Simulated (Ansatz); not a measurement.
# CoSi3: a scan of the volume

Aim, for CoSi3: follow the energy without spin against volume.

Program: Ansatz 0.2.0. Level of theory: DFT PBEsol, scalar-relativistic, plane waves, PAW. These are calculated values, not measurements.

### 1 The structure to begin with

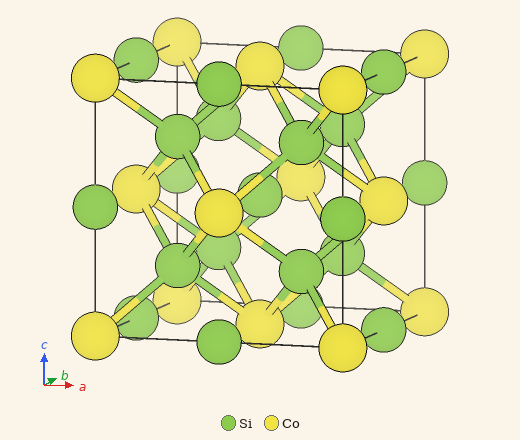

The starting structure, seen slightly off an axis (silicon green, cobalt yellow). Atoms on the faces are drawn again on the opposite ones. The cell drawn here is the conventional one.

As a file:

```cif
data_structure
_symmetry_space_group_name_H-M 'P 1'
_symmetry_Int_Tables_number 1
_cell_length_a 4.1277
_cell_length_b 4.1277
_cell_length_c 4.1277
_cell_angle_alpha 60.000
_cell_angle_beta 60.000
_cell_angle_gamma 60.000
_cell_volume 49.73
loop_
_atom_site_label
_atom_site_type_symbol
_atom_site_fract_x
_atom_site_fract_y
_atom_site_fract_z
_atom_site_occupancy
Si1 Si 0.25000 0.25000 0.25000 1
Si2 Si 0.75000 0.75000 0.75000 1
Si3 Si 0.50000 0.50000 0.50000 1
Co1 Co 0.00000 0.00000 0.00000 1
```

This cell was relaxed beforehand with the same method: volume 12.43 Å³/atom, gap on the mesh none (metal), site moments up to 0.1 μB.

The structure is invented: a known structure type filled with these elements, not a reported compound.

### 2 V/V0 = 1.06, start: no spin polarisation

input.yaml reads:

```yaml
crystal:
  lattice:
    - [0.0, 2.9759724507, 2.9759724507]
    - [2.9759724507, 0.0, 2.9759724507]
    - [2.9759724507, 2.9759724507, 0.0]
  atoms:
    - { symbol: Si, position: [0.25, 0.25, 0.25] }
    - { symbol: Si, position: [0.75, 0.75, 0.75] }
    - { symbol: Si, position: [0.5, 0.5, 0.5] }
    - { symbol: Co, position: [0.0, 0.0, 0.0] }
basis:
  ecutwfc: 420
kpoints:
  mp_grid: { grid: [12, 12, 12] }
hamiltonian:
  xc: pbesol
scf:
  occupations: { method: gaussian, width: 0.1 }
  lower_state_search: "off"
output:
  forces: true
  stress: true
  eigenvalues: true
```

Run with:

```console
$ ansatz run input.yaml --threads 1 --pin off --max-ram 2560MiB --backend cpu --events-out ev --progress --plain --runs-dir out
```

The program printed, cut to the lines that bear on the results:

```text
Warning: RAYON_NUM_THREADS=1 ignored (pool sized by the plan → 1); use --threads N
[...]
Pseudopotentials: kind: paw
Pseudopotential: Si, paw, valence charge 4, recommended cutoff 420 eV (normal), Si.paw.azcp
Pseudopotential: Co, paw, valence charge 17, recommended cutoff 420 eV (normal), Co.paw.azcp
Functional definition: PBEsol
[...]
Crystal: 4 atoms, lattice volume = 52.713 Å³
Basis set: ecut = 420 eV, 965 PW (Γ), exchange–correlation on 60×60×60 points (8 copies of the dense FFT grid, shifted against one another)
Bands: 19, of which v1, the nominal top of the filled ones, is band 15 counted from 1 (14 counted from 0)
Symmetry: 48 space group operations
Space group: Fm-3m (ITA 225), of the structure as read, at distance tolerance 3.7e-5 Å
k-points: 72 of 1728
[...]
SCF iter   1: F=—  HF=-6956.705393 eV  |F-HF|=—  |Δ(HF+E_count)|=         —  Δρ=1.78e-2  dr2=9.68e-2  ethr=1.77e-3  ⟨swp⟩=5.3  Hψ=6850  notcnv=0
[...]
SCF iter   7: F=-6956.694892 eV  HF=-6956.694892 eV  |F-HF|=1.12e-9  |Δ(HF+E_count)|=   3.54e-9  Δρ=1.53e-6  dr2=1.24e-9  ethr=2.98e-10  ⟨swp⟩=3.7  Hψ=3859  notcnv=0
[...]
SCF converged after 7 iterations
Free energy (F): -6956.694892 eV
[...]
E sigma→0 (E₀):  -6956.687418 eV
Entropy (-TS):   -0.014947 eV (-3.737 meV/atom)
Fermi energy:    12.724122 eV
[...]
--- Forces (eV/Å), atoms counted from 1 ---
  atom   1  Si    -0.00000000    -0.00000000     0.00000000
  atom   2  Si    -0.00000000     0.00000000     0.00000000
  atom   3  Si    -0.00000000    -0.00000000     0.00000000
  atom   4  Co    -0.00000000    -0.00000000    -0.00000000
[...]
--- Stress (GPa, compression-positive) ---
       -7.432766       0.000000       0.000000
       -0.000000      -7.432766      -0.000000
       -0.000000       0.000000      -7.432766
  P = ⅓ Tr σ = -7.4328 GPa (-74.328 kbar)
--- Band table (eV; the first three rows and the last of 72) ---
  k-point 0: bands = ["-81.8184", "-45.2645", "-45.2645", "-45.2645", "-1.3716", "8.5205", "8.5205", "8.5205", "9.7938", "10.5846", "10.5846", "10.5846", "10.6676", "10.6676", "12.1657", "13.6850", "13.6850", "13.6850", "14.7691"]
[...]
```

Wall time 8.6 s (1 thread of Arm Neoverse N1, shared host); peak memory 0.35 GiB.

Result: -1739.1719 eV/atom at zero smearing, pressure -7.43 GPa and no gap on the mesh.

### 3 V/V0 = 1.12, start: no spin polarisation

Edit input.yaml of step 2 so:

```diff
@@ -2,5 +2,5 @@
   lattice:
-    - [0.0, 2.9759724507, 2.9759724507]
-    - [2.9759724507, 0.0, 2.9759724507]
-    - [2.9759724507, 2.9759724507, 0.0]
+    - [0.0, 3.031095541, 3.031095541]
+    - [3.031095541, 0.0, 3.031095541]
+    - [3.031095541, 3.031095541, 0.0]
   atoms:
```

Run with:

```console
$ ansatz run input.yaml --threads 1 --pin off --max-ram 2560MiB --backend cpu --events-out ev --progress --plain --runs-dir out
```

The program printed, cut to the lines that bear on the results:

```text
Warning: RAYON_NUM_THREADS=1 ignored (pool sized by the plan → 1); use --threads N
[...]
Pseudopotentials: kind: paw
Pseudopotential: Si, paw, valence charge 4, recommended cutoff 420 eV (normal), Si.paw.azcp
Pseudopotential: Co, paw, valence charge 17, recommended cutoff 420 eV (normal), Co.paw.azcp
Functional definition: PBEsol
[...]
Crystal: 4 atoms, lattice volume = 55.697 Å³
Basis set: ecut = 420 eV, 1067 PW (Γ), exchange–correlation on 60×60×60 points (8 copies of the dense FFT grid, shifted against one another)
Bands: 19, of which v1, the nominal top of the filled ones, is band 15 counted from 1 (14 counted from 0)
Symmetry: 48 space group operations
Space group: Fm-3m (ITA 225), of the structure as read, at distance tolerance 3.8e-5 Å
k-points: 72 of 1728
[...]
SCF iter   1: F=—  HF=-6956.512888 eV  |F-HF|=—  |Δ(HF+E_count)|=         —  Δρ=1.70e-2  dr2=9.33e-2  ethr=1.77e-3  ⟨swp⟩=5.4  Hψ=6857  notcnv=0
[...]
SCF converged after 7 iterations
Free energy (F): -6956.503277 eV
[...]
E sigma→0 (E₀):  -6956.496385 eV
Entropy (-TS):   -0.013785 eV (-3.446 meV/atom)
Fermi energy:    11.826520 eV
[...]
--- Forces (eV/Å), atoms counted from 1 ---
  atom   1  Si     0.00000000    -0.00000000     0.00000000
  atom   2  Si     0.00000000    -0.00000000     0.00000000
  atom   3  Si    -0.00000000     0.00000000    -0.00000000
  atom   4  Co    -0.00000000    -0.00000000     0.00000000
[...]
--- Stress (GPa, compression-positive) ---
      -12.857325       0.000000      -0.000000
        0.000000     -12.857325      -0.000000
        0.000000      -0.000000     -12.857325
  P = ⅓ Tr σ = -12.8573 GPa (-128.573 kbar)
--- Band table (eV; the first three rows and the last of 72) ---
  k-point 0: bands = ["-82.5943", "-46.0379", "-46.0379", "-46.0379", "-1.7502", "7.9319", "7.9319", "7.9319", "8.6876", "9.8737", "9.8737", "9.8737", "9.9979", "9.9979", "10.9215", "12.7834", "12.7834", "12.7834", "13.8540"]
[...]
```

It took 9.9 s on 1 thread of Arm Neoverse N1, shared host; peak memory 0.35 GiB.

This run gives -1739.1241 eV/atom at zero smearing, pressure -12.86 GPa and no gap on the mesh.

### 4 V/V0 = 1.2, start: no spin polarisation

Edit input.yaml of step 3 so:

```diff
@@ -2,5 +2,5 @@
   lattice:
-    - [0.0, 3.031095541, 3.031095541]
-    - [3.031095541, 0.0, 3.031095541]
-    - [3.031095541, 3.031095541, 0.0]
+    - [0.0, 3.1016112753, 3.1016112753]
+    - [3.1016112753, 0.0, 3.1016112753]
+    - [3.1016112753, 3.1016112753, 0.0]
   atoms:
```

Run with:

```console
$ ansatz run input.yaml --threads 1 --pin off --max-ram 2560MiB --backend cpu --events-out ev --progress --plain --runs-dir out
```

The program printed, cut to the lines that bear on the results:

```text
Warning: RAYON_NUM_THREADS=1 ignored (pool sized by the plan → 1); use --threads N
[...]
Pseudopotentials: kind: paw
Pseudopotential: Si, paw, valence charge 4, recommended cutoff 420 eV (normal), Si.paw.azcp
Pseudopotential: Co, paw, valence charge 17, recommended cutoff 420 eV (normal), Co.paw.azcp
Functional definition: PBEsol
[...]
Crystal: 4 atoms, lattice volume = 59.675 Å³
Basis set: ecut = 420 eV, 1211 PW (Γ), exchange–correlation on 60×60×60 points (8 copies of the dense FFT grid, shifted against one another)
Bands: 19, of which v1, the nominal top of the filled ones, is band 15 counted from 1 (14 counted from 0)
Symmetry: 48 space group operations
Space group: Fm-3m (ITA 225), of the structure as read, at distance tolerance 3.9e-5 Å
k-points: 72 of 1728
[...]
SCF iter   1: F=—  HF=-6956.128540 eV  |F-HF|=—  |Δ(HF+E_count)|=         —  Δρ=1.68e-2  dr2=9.89e-2  ethr=1.77e-3  ⟨swp⟩=5.3  Hψ=6801  notcnv=0
[...]
SCF converged after 7 iterations
Free energy (F): -6956.119064 eV
[...]
E sigma→0 (E₀):  -6956.112655 eV
Entropy (-TS):   -0.012820 eV (-3.205 meV/atom)
Fermi energy:    10.763335 eV
[...]
--- Forces (eV/Å), atoms counted from 1 ---
  atom   1  Si    -0.00000000     0.00000000     0.00000000
  atom   2  Si    -0.00000000    -0.00000000    -0.00000000
  atom   3  Si     0.00000000    -0.00000000     0.00000000
  atom   4  Co    -0.00000000     0.00000000     0.00000000
[...]
--- Stress (GPa, compression-positive) ---
      -17.708862       0.000000      -0.000000
        0.000000     -17.708862      -0.000000
        0.000000       0.000000     -17.708862
  P = ⅓ Tr σ = -17.7089 GPa (-177.089 kbar)
--- Band table (eV; the first three rows and the last of 72) ---
  k-point 0: bands = ["-83.5171", "-46.9593", "-46.9593", "-46.9593", "-2.1948", "7.2297", "7.2297", "7.2297", "7.3792", "9.0298", "9.0298", "9.0298", "9.1920", "9.1920", "9.4484", "11.7117", "11.7117", "11.7117", "12.7701"]
[...]
```

Run time: 11 s. Hardware: 1 thread of Arm Neoverse N1, shared host; peak memory 0.36 GiB.

Result: -1739.0282 eV/atom at zero smearing, pressure -17.71 GPa and no gap on the mesh.

### 5 V/V0 = 1.3, start: no spin polarisation

Edit input.yaml of step 4 so:

```diff
@@ -2,5 +2,5 @@
   lattice:
-    - [0.0, 3.1016112753, 3.1016112753]
-    - [3.1016112753, 0.0, 3.1016112753]
-    - [3.1016112753, 3.1016112753, 0.0]
+    - [0.0, 3.1854789205, 3.1854789205]
+    - [3.1854789205, 0.0, 3.1854789205]
+    - [3.1854789205, 3.1854789205, 0.0]
   atoms:
@@ -23 +23,5 @@
   eigenvalues: true
+  write_density: true
+  write_potential: true
+  elf: true
+  volumetric_format: npy
```

Run with:

```console
$ ansatz run input.yaml --threads 1 --pin off --max-ram 2560MiB --backend cpu --events-out ev --progress --plain --runs-dir out
```

The program printed, cut to the lines that bear on the results:

```text
Warning: RAYON_NUM_THREADS=1 ignored (pool sized by the plan → 1); use --threads N
[...]
Pseudopotentials: kind: paw
Pseudopotential: Si, paw, valence charge 4, recommended cutoff 420 eV (normal), Si.paw.azcp
Pseudopotential: Co, paw, valence charge 17, recommended cutoff 420 eV (normal), Co.paw.azcp
Functional definition: PBEsol
[...]
Crystal: 4 atoms, lattice volume = 64.648 Å³
Basis set: ecut = 420 eV, 1243 PW (Γ), exchange–correlation on 64×64×64 points (8 copies of the dense FFT grid, shifted against one another)
Bands: 19, of which v1, the nominal top of the filled ones, is band 15 counted from 1 (14 counted from 0)
Symmetry: 48 space group operations
Space group: Fm-3m (ITA 225), of the structure as read, at distance tolerance 4.0e-5 Å
k-points: 72 of 1728
[...]
SCF iter   1: F=—  HF=-6955.518085 eV  |F-HF|=—  |Δ(HF+E_count)|=         —  Δρ=1.52e-2  dr2=8.80e-2  ethr=1.77e-3  ⟨swp⟩=5.2  Hψ=6766  notcnv=0
[...]
SCF converged after 6 iterations
Free energy (F): -6955.509449 eV
[...]
E sigma→0 (E₀):  -6955.502997 eV
Entropy (-TS):   -0.012905 eV (-3.226 meV/atom)
Fermi energy:    9.622670 eV
[...]
--- Forces (eV/Å), atoms counted from 1 ---
  atom   1  Si     0.00000000     0.00000000    -0.00000000
  atom   2  Si     0.00000000    -0.00000000    -0.00000000
  atom   3  Si     0.00000000     0.00000000    -0.00000000
  atom   4  Co    -0.00000000     0.00000000    -0.00000000
[...]
--- Stress (GPa, compression-positive) ---
      -21.185952       0.000000       0.000000
        0.000000     -21.185952      -0.000000
        0.000000      -0.000000     -21.185952
  P = ⅓ Tr σ = -21.1860 GPa (-211.860 kbar)
--- Band table (eV; the first three rows and the last of 72) ---
  k-point 0: bands = ["-84.5123", "-47.9554", "-47.9554", "-47.9554", "-2.6725", "5.9649", "6.4646", "6.4646", "6.4646", "7.8520", "8.1121", "8.1121", "8.1121", "8.3073", "8.3073", "10.5504", "10.5504", "10.5504", "11.5953"]
[...]
```

Run time: 13 s. Hardware: 1 thread of Arm Neoverse N1, shared host; peak memory 0.37 GiB.

The maps below are laid out on this run's own conventional cell (a, b, c = 6.371, 6.371, 6.371 Å).

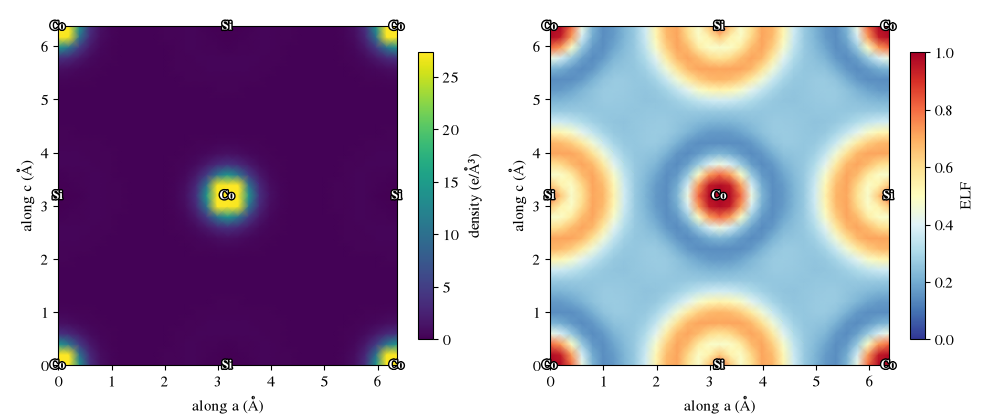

Density (left) and ELF (right) in a lattice plane of the grid's cell (edges 6.37 and 6.37 Å, at 0.000 of the third edge), which holds Si and Co. Only atoms in the plane are labelled; the density scale stops at 27.33 e/Å³. Both are smooth fields of the valence electrons: close to the nuclei they are not physical.

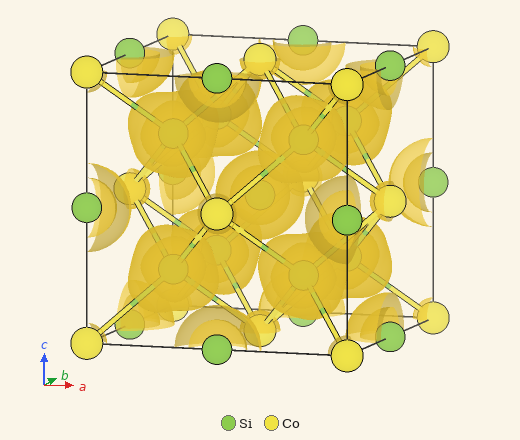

Surface of ELF = 0.66, drawn in one cell.

The highest ELF values outside the cores: 0.78 on the Si–Co line, 0.9 Å from Si; 0.72 in the shell around Si, 0.8 Å from Si.

This run gives -1738.8757 eV/atom at zero smearing, pressure -21.19 GPa and no gap on the mesh.

### 6 Summary: the volume

The cell is scaled evenly at fixed fractional positions; V0 is the volume of the base cell. Start: no spin polarisation.

| V/V0 | energy above the lowest (meV/atom) | pressure (GPa) |
| --- | --- | --- |
| 1.06 | 0.00 | -7.4 |
| 1.12 | 47.8 | -12.9 |
| 1.20 | 144 | -17.7 |
| 1.30 | 296 | -21.2 |

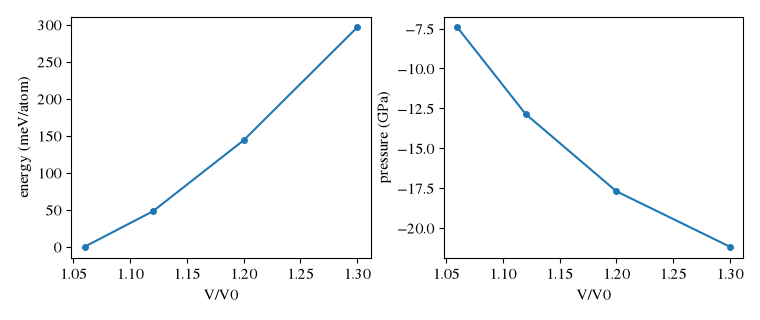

Energy above the lowest point and pressure against volume.

### 7 Outcome

| quantity | value |
| --- | --- |
| lowest point, start “no spin polarisation” | V/V0 = 1.06 |

What this shows: For the start “no spin polarisation” the lowest point lies at V/V0 = 1.06, the smallest volume tried; all points are expanded cells, and the minimum lies below them. The base cell is magnetic, so this curve without spin is not the ground state's. Spin polarisation is off in the runs that give these values; a magnetic solution could lie lower.
